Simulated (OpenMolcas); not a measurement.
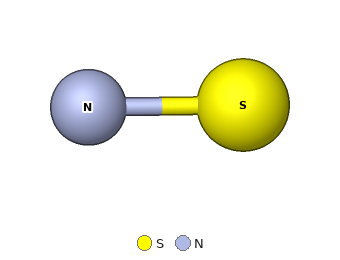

The molecule at the reference distance of 1.633 Å.

# Run report: SN⁻, relativistic diatomic calculation (part 1 of 2)

- system: SN⁻.
- method: SA-CASSCF(10,7)/XMS-CASPT2 + RASSI spin-orbit (X2C scalar, AMFI), ANO-RCC-VTZP (OpenMolcas)

**Input**
```
&GATEWAY
Coord
2
angstrom
S 0.0 0.0 0.0
N 0.0 0.0 1.6330
Basis=ANO-RCC-VTZP
Group=XY
RX2C
AMFI
ANGMom
0.0 0.0 0.0
RICD
&SEWARD
&GUESSORB
&RASSCF
FileOrb=$CurrDir/o31.orb
Symmetry=1
Spin=3
nActEl=10 0 0
Inactive=5 2
RAS2=3 4
CIRoot=5 5 1
Linear
Iterations=120 100
OrbListing=Nothing
PRWF=0.15
>>COPY $Project.RasOrb $CurrDir/o31.orb
>>COPY $Project.rasscf.h5 $CurrDir/r31.h5
&CASPT2
XMultistate=all
Imaginary=0.2
IPEA=0.25
MaxIter=40
>>COPY $Project.JobMix JOB001
&RASSCF
FileOrb=$CurrDir/o11.orb
Symmetry=1
Spin=1
nActEl=10 0 0
Inactive=5 2
RAS2=3 4
CIRoot=4 4 1
Linear
Iterations=120 100
OrbListing=Nothing
PRWF=0.15
>>COPY $Project.RasOrb $CurrDir/o11.orb
>>COPY $Project.rasscf.h5 $CurrDir/r11.h5
&CASPT2
XMultistate=all
Imaginary=0.2
IPEA=0.25
MaxIter=40
>>COPY $Project.JobMix JOB002
&RASSCF
FileOrb=$CurrDir/o32.orb
Symmetry=2
Spin=3
nActEl=10 0 0
Inactive=5 2
RAS2=3 4
CIRoot=4 4 1
Linear
Iterations=120 100
OrbListing=Nothing
PRWF=0.15
>>COPY $Project.RasOrb $CurrDir/o32.orb
>>COPY $Project.rasscf.h5 $CurrDir/r32.h5
&CASPT2
XMultistate=all
Imaginary=0.2
IPEA=0.25
MaxIter=40
>>COPY $Project.JobMix JOB003
&RASSCF
CIOnly
FileOrb=$CurrDir/ref.orb
Symmetry=2
Spin=1
nActEl=10 0 0
Inactive=5 2
RAS2=3 4
CIRoot=2 2 1
Linear
Iterations=120 100
OrbListing=Nothing
PRWF=0.15
>>COPY $Project.RasOrb $CurrDir/o12.orb
>>COPY $Project.rasscf.h5 $CurrDir/r12.h5
&CASPT2
XMultistate=all
Imaginary=0.2
IPEA=0.25
MaxIter=40
>>COPY $Project.JobMix JOB004
&RASSCF
CIOnly
FileOrb=$CurrDir/ref.orb
Symmetry=2
Spin=5
nActEl=10 0 0
Inactive=5 2
RAS2=3 4
CIRoot=2 2 1
Linear
Iterations=120 100
OrbListing=Nothing
PRWF=0.15
>>COPY $Project.RasOrb $CurrDir/o52.orb
>>COPY $Project.rasscf.h5 $CurrDir/r52.h5
&CASPT2
XMultistate=all
Imaginary=0.2
IPEA=0.25
MaxIter=40
>>COPY $Project.JobMix JOB005
&RASSI
Nr of JobIphs=5 5 4 4 2 2
1 2 3 4 5
1 2 3 4
1 2 3 4
1 2
1 2
SpinOrbit
EJob
Omega
MEES
MESO
Properties=4
'AngMom' 3 'Mltpl  1' 1 'Mltpl  1' 2 'Mltpl  1' 3
Thrs=1.0d-4
>>COPY $Project.rassi.h5 $CurrDir/so.h5
```

The first orbital files come from an earlier step.

Hardware: 1 CPU thread, shared host.

Run as:
```bash
pymolcas m.inp (one call a module block, same work directory)
```

**The program's output (extracts)**
```
++    Wave function specifications:
      Number of closed shell electrons          14
      Number of electrons in active shells      10
      Number of inactive orbitals                7
      Number of active orbitals                  7
      Number of secondary orbitals              50
      Spin quantum number                      1.0
      State symmetry                             1
++    Orbital specifications:
      Symmetry species                           1   2
                                                 a   b
      Frozen orbitals                            0   0
      Inactive orbitals                          5   2
      Active orbitals                            3   4
      RAS2 orbitals                              3   4
      Secondary orbitals                        26  24
      Number of basis functions                 34  30
      printout of CI-coefficients larger than  0.15 for root  1
      energy=    -453.132014
      conf/sym  111 2222     Coeff  Weight
            33  022 2uu2  -0.18154 0.03296
            76  022 u22u   0.18154 0.03296
            78  022 uu22  -0.93989 0.88339
      printout of CI-coefficients larger than  0.15 for root  2
      energy=    -452.975213
      conf/sym  111 2222     Coeff  Weight
            32  022 2u2u   0.69607 0.48451
            77  022 u2u2  -0.69607 0.48451
      printout of CI-coefficients larger than  0.15 for root  3
      energy=    -452.975213
      conf/sym  111 2222     Coeff  Weight
            33  022 2uu2  -0.69607 0.48451
            76  022 u22u  -0.69607 0.48451
      printout of CI-coefficients larger than  0.15 for root  4
      energy=    -452.970700
      conf/sym  111 2222     Coeff  Weight
            32  022 2u2u   0.69867 0.48814
            77  022 u2u2   0.69867 0.48814
      printout of CI-coefficients larger than  0.15 for root  5
      energy=    -452.912461
      conf/sym  111 2222     Coeff  Weight
            33  022 2uu2  -0.64175 0.41184
            75  ud2 uu22   0.30537 0.09325
            76  022 u22u   0.64175 0.41184
            78  022 uu22   0.22106 0.04887
      Natural orbitals and occupation numbers for root  1
      sym 1:   0.047047   1.957848   1.997140
      sym 2:   1.026911   1.026911   1.972072   1.972072
      Natural orbitals and occupation numbers for root  2
      sym 1:   0.035367   1.969358   1.996828
      sym 2:   1.498182   1.498182   1.501042   1.501042
      Natural orbitals and occupation numbers for root  3
      sym 1:   0.035367   1.969358   1.996828
      sym 2:   1.498182   1.498182   1.501042   1.501042
      Natural orbitals and occupation numbers for root  4
      sym 1:   0.035277   1.968885   1.996165
      sym 2:   1.498566   1.498566   1.501271   1.501271
      Natural orbitals and occupation numbers for root  5
      sym 1:   0.129983   1.878827   1.995306
      sym 2:   1.333796   1.333796   1.664146   1.664146
      RASSCF energy for state  5                   -452.91246082
::    RASSCF root number  1 Total energy:   -453.13201397
::    RASSCF root number  2 Total energy:   -452.97521262
::    RASSCF root number  3 Total energy:   -452.97521262
::    RASSCF root number  4 Total energy:   -452.97070043
::    RASSCF root number  5 Total energy:   -452.91246082
      Von Neumann Entropy (Root   1) =  1.18698
++    Wave function specifications:
      Number of closed shell electrons           2
      Number of electrons in active shells      10
      Number of inactive orbitals                1
      Number of active orbitals                  7
      Number of secondary orbitals              50
      Spin quantum number                      1.0
      State symmetry                             1
      Number of CSFs                           102
      Number of CASSCF root(s) available         5
      CASPT2 state passed to geometry opt.       5
      A file JOBMIX will be created
      This is a MULTI-STATE CASSCF reference
      Number of CI roots used                    5
      These are:                                 1   2   3   4   5
      Off-diagonal elements of Heff are computed
  FINAL CASPT2 RESULT:
      Reference energy:        -453.1320139657
      E2 (Non-variational):      -0.3220253015
      Shift correction:          -0.0027363266
      E2 (Variational):          -0.3247616281
      Total energy:            -453.4567755938
      Reference weight:           0.88602
  FINAL CASPT2 RESULT:
      Reference energy:        -452.9752126234
      E2 (Non-variational):      -0.3141908526
      Shift correction:          -0.0022336940
      E2 (Variational):          -0.3164245466
      Total energy:            -453.2916371701
      Reference weight:           0.89561
  FINAL CASPT2 RESULT:
      Reference energy:        -452.9752126234
      E2 (Non-variational):      -0.3142865193
      Shift correction:          -0.0022368455
      E2 (Variational):          -0.3165233648
      Total energy:            -453.2917359882
      Reference weight:           0.89554
  FINAL CASPT2 RESULT:
      Reference energy:        -452.9707004270
      E2 (Non-variational):      -0.3138781667
      Shift correction:          -0.0021771897
      E2 (Variational):          -0.3160553564
      Total energy:            -453.2867557834
      Reference weight:           0.89618
  FINAL CASPT2 RESULT:
      Reference energy:        -452.9124608202
      E2 (Non-variational):      -0.3435707983
      Shift correction:          -0.0059572111
      E2 (Variational):          -0.3495280095
      Total energy:            -453.2619888297
      Reference weight:           0.85832
       Total XMS-CASPT2 energies:
::    XMS-CASPT2 Root  1     Total energy:   -453.45763812
::    XMS-CASPT2 Root  2     Total energy:   -453.29173604
::    XMS-CASPT2 Root  3     Total energy:   -453.29163711
::    XMS-CASPT2 Root  4     Total energy:   -453.28676294
::    XMS-CASPT2 Root  5     Total energy:   -453.26111915
++    Wave function specifications:
      Number of closed shell electrons          14
      Number of electrons in active shells      10
      Number of inactive orbitals                7
      Number of active orbitals                  7
      Number of secondary orbitals              50
      Spin quantum number                      0.0
      State symmetry                             1
      printout of CI-coefficients larger than  0.15 for root  1
      energy=    -453.102510
      conf/sym  111 2222     Coeff  Weight
            72  022 22ud   0.17596 0.03096
            79  022 ud22  -0.96449 0.93024
      printout of CI-coefficients larger than  0.15 for root  2
      energy=    -453.102510
      conf/sym  111 2222     Coeff  Weight
            78  022 2022  -0.68200 0.46512
            80  022 0222   0.68200 0.46512
      printout of CI-coefficients larger than  0.15 for root  3
      energy=    -453.085411
      conf/sym  111 2222     Coeff  Weight
            78  022 2022  -0.67768 0.45925
            80  022 0222  -0.67768 0.45925
      printout of CI-coefficients larger than  0.15 for root  4
      energy=    -452.980563
      conf/sym  111 2222     Coeff  Weight
            74  022 u22d  -0.69838 0.48773
            76  022 2ud2   0.69838 0.48773
      Natural orbitals and occupation numbers for root  1
      sym 1:   0.040355   1.962151   1.998802
      sym 2:   1.042595   1.042595   1.956751   1.956751
      Natural orbitals and occupation numbers for root  2
      sym 1:   0.040355   1.962151   1.998802
      sym 2:   1.042595   1.042595   1.956751   1.956751
      Natural orbitals and occupation numbers for root  3
      sym 1:   0.040224   1.961473   1.984766
      sym 2:   1.061725   1.061725   1.945044   1.945044
      Natural orbitals and occupation numbers for root  4
      sym 1:   0.033506   1.969285   1.998282
      sym 2:   1.497508   1.497508   1.501956   1.501956
      RASSCF energy for state  4                   -452.98056331
::    RASSCF root number  1 Total energy:   -453.10251021
::    RASSCF root number  2 Total energy:   -453.10251021
::    RASSCF root number  3 Total energy:   -453.08541060
::    RASSCF root number  4 Total energy:   -452.98056331
      Von Neumann Entropy (Root   1) =  1.18310
++    Wave function specifications:
      Number of closed shell electrons           2
      Number of electrons in active shells      10
      Number of inactive orbitals                1
      Number of active orbitals                  7
      Number of secondary orbitals              50
      Spin quantum number                      0.0
      State symmetry                             1
      Number of CSFs                           104
      Number of CASSCF root(s) available         4
      CASPT2 state passed to geometry opt.       4
      A file JOBMIX will be created
      This is a MULTI-STATE CASSCF reference
      Number of CI roots used                    4
      These are:                                 1   2   3   4
      Off-diagonal elements of Heff are computed
  FINAL CASPT2 RESULT:
      Reference energy:        -453.1025102143
      E2 (Non-variational):      -0.3193605541
      Shift correction:          -0.0024745610
      E2 (Variational):          -0.3218351151
      Total energy:            -453.4243453294
      Reference weight:           0.88947
  FINAL CASPT2 RESULT:
      Reference energy:        -453.1025102143
      E2 (Non-variational):      -0.3194479569
      Shift correction:          -0.0024901881
      E2 (Variational):          -0.3219381450
      Total energy:            -453.4244483593
      Reference weight:           0.88925
  FINAL CASPT2 RESULT:
      Reference energy:        -453.0854106027
      E2 (Non-variational):      -0.3161183542
      Shift correction:          -0.0024332986
      E2 (Variational):          -0.3185516528
      Total energy:            -453.4039622556
      Reference weight:           0.89118
  FINAL CASPT2 RESULT:
      Reference energy:        -452.9805633131
      E2 (Non-variational):      -0.3185454473
      Shift correction:          -0.0025788621
      E2 (Variational):          -0.3211243094
      Total energy:            -453.3016876225
      Reference weight:           0.89069
       Total XMS-CASPT2 energies:
::    XMS-CASPT2 Root  1     Total energy:   -453.42445310
::    XMS-CASPT2 Root  2     Total energy:   -453.42434058
::    XMS-CASPT2 Root  3     Total energy:   -453.40396226
::    XMS-CASPT2 Root  4     Total energy:   -453.30168762
++    Wave function specifications:
      Number of closed shell electrons          14
      Number of electrons in active shells      10
      Number of inactive orbitals                7
      Number of active orbitals                  7
      Number of secondary orbitals              50
      Spin quantum number                      1.0
      State symmetry                             2
      printout of CI-coefficients larger than  0.15 for root  1
      energy=    -452.984655
      conf/sym  111 2222     Coeff  Weight
            25  u22 2uud  -0.15543 0.02416
            55  u22 u220   0.19208 0.03690
            63  u22 u022  -0.90063 0.81113
            72  u22 0u22  -0.25546 0.06526
      printout of CI-coefficients larger than  0.15 for root  2
      energy=    -452.984655
      conf/sym  111 2222     Coeff  Weight
            26  u22 2u02  -0.19208 0.03690
            63  u22 u022   0.25546 0.06526
            72  u22 0u22  -0.90063 0.81113
      printout of CI-coefficients larger than  0.15 for root  3
      energy=    -452.939598
      conf/sym  111 2222     Coeff  Weight
            96  0u2 2u22   0.26926 0.07250
           107  0u2 u222   0.94079 0.88509
      printout of CI-coefficients larger than  0.15 for root  4
      energy=    -452.939598
      conf/sym  111 2222     Coeff  Weight
            96  0u2 2u22  -0.94079 0.88509
           107  0u2 u222   0.26926 0.07250
      Natural orbitals and occupation numbers for root  1
      sym 1:   1.007594   1.987362   1.991822
      sym 2:   1.038484   0.154025   1.960439   1.860274
      Natural orbitals and occupation numbers for root  2
      sym 1:   1.007594   1.987362   1.991822
      sym 2:   0.154025   1.038484   1.860274   1.960439
      Natural orbitals and occupation numbers for root  3
      sym 1:   0.021125   1.002766   1.988637
      sym 2:   1.011230   1.993312   1.985835   1.997097
      Natural orbitals and occupation numbers for root  4
      sym 1:   0.021125   1.002766   1.988637
      sym 2:   1.993312   1.011230   1.997097   1.985835
      RASSCF energy for state  4                   -452.93959782
::    RASSCF root number  1 Total energy:   -452.98465512
::    RASSCF root number  2 Total energy:   -452.98465512
::    RASSCF root number  3 Total energy:   -452.93959782
::    RASSCF root number  4 Total energy:   -452.93959782
      Von Neumann Entropy (Root   1) =  1.41452
++    Wave function specifications:
      Number of closed shell electrons           2
      Number of electrons in active shells      10
      Number of inactive orbitals                1
      Number of active orbitals                  7
      Number of secondary orbitals              50
      Spin quantum number                      1.0
      State symmetry                             2
      Number of CSFs                           108
      Number of CASSCF root(s) available         4
      CASPT2 state passed to geometry opt.       4
      A file JOBMIX will be created
      This is a MULTI-STATE CASSCF reference
      Number of CI roots used                    4
      These are:                                 1   2   3   4
      Off-diagonal elements of Heff are computed
  FINAL CASPT2 RESULT:
      Reference energy:        -452.9846551195
      E2 (Non-variational):      -0.3391051790
      Shift correction:          -0.0035914042
      E2 (Variational):          -0.3426965832
      Total energy:            -453.3273517027
      Reference weight:           0.87303
  FINAL CASPT2 RESULT:
      Reference energy:        -452.9846551195
      E2 (Non-variational):      -0.3391051784
      Shift correction:          -0.0035914042
      E2 (Variational):          -0.3426965826
      Total energy:            -453.3273517021
      Reference weight:           0.87303
  FINAL CASPT2 RESULT:
      Reference energy:        -452.9395978214
      E2 (Non-variational):      -0.3422063994
      Shift correction:          -0.0033228790
      E2 (Variational):          -0.3455292784
      Total energy:            -453.2851270997
      Reference weight:           0.87451
  FINAL CASPT2 RESULT:
      Reference energy:        -452.9395978212
      E2 (Non-variational):      -0.3422063995
      Shift correction:          -0.0033228790
      E2 (Variational):          -0.3455292786
      Total energy:            -453.2851270998
      Reference weight:           0.87451
       Total XMS-CASPT2 energies:
::    XMS-CASPT2 Root  1     Total energy:   -453.32674807
::    XMS-CASPT2 Root  2     Total energy:   -453.32674807
::    XMS-CASPT2 Root  3     Total energy:   -453.28573073
::    XMS-CASPT2 Root  4     Total energy:   -453.28573073
++    Wave function specifications:
      Number of closed shell electrons          14
      Number of electrons in active shells      10
      Number of inactive orbitals                7
      Number of active orbitals                  7
      Number of secondary orbitals              50
      Spin quantum number                      0.0
      State symmetry                             2
      printout of CI-coefficients larger than  0.15 for root  1
      energy=    -452.869219
      conf/sym  111 2222     Coeff  Weight
            89  0u2 222d  -0.18745 0.03514
            91  0u2 2d22   0.93143 0.86756
            92  0u2 d222   0.18972 0.03599
      printout of CI-coefficients larger than  0.15 for root  2
      energy=    -452.869219
      conf/sym  111 2222     Coeff  Weight
            90  0u2 22d2   0.18745 0.03514
            91  0u2 2d22   0.18972 0.0359SPIN-FREE ENERGIES:
  (Shifted by EMIN (a.u.) =       -453.4576381158)
 SF State       Relative EMIN(au)   Rel lowest level(eV)    D:o, cm**(-1)      Abs_M
     1             0.0000000000        0.0000000000              0.0000         0.0
     6             0.0331850120        0.9030101783           7283.2683         2.0
     7             0.0332975310        0.9060719773           7307.9633         2.0
     8             0.0536758596        1.4605945478          11780.4895         0.0
    10             0.1308900466        3.5616996137          28727.0447         1.0
    11             0.1308900473        3.5616996317          28727.0449         1.0
     9             0.1559504940        4.2436291287          34227.1772         0.0
     2             0.1659020709        4.5144253301          36411.2959         2.0
     3             0.1660010025        4.5171173958          36433.0088         2.0
     4             0.1708751709        4.6497502744          37502.7651         0.0
    12             0.1719073826        4.6778381851          37729.3094         1.0
    13             0.1719073826        4.6778381851          37729.3094         1.0
     5             0.1965189698        5.3475535923          43130.9285         0.0
    14             0.2255051839        6.1363086585          49492.6671         1.0
    15             0.2255051857        6.1363087084          49492.6675         1.0
    16             0.3094634276        8.4209288583          67919.3717         1.0
    17             0.3094634537        8.4209295676          67919.3774         1.0
```

(Continued in part 2.) Outcome of the run: converged; components of a degenerate state are split by 25 cm⁻¹; whether the anion is bound against detachment isn't tested.
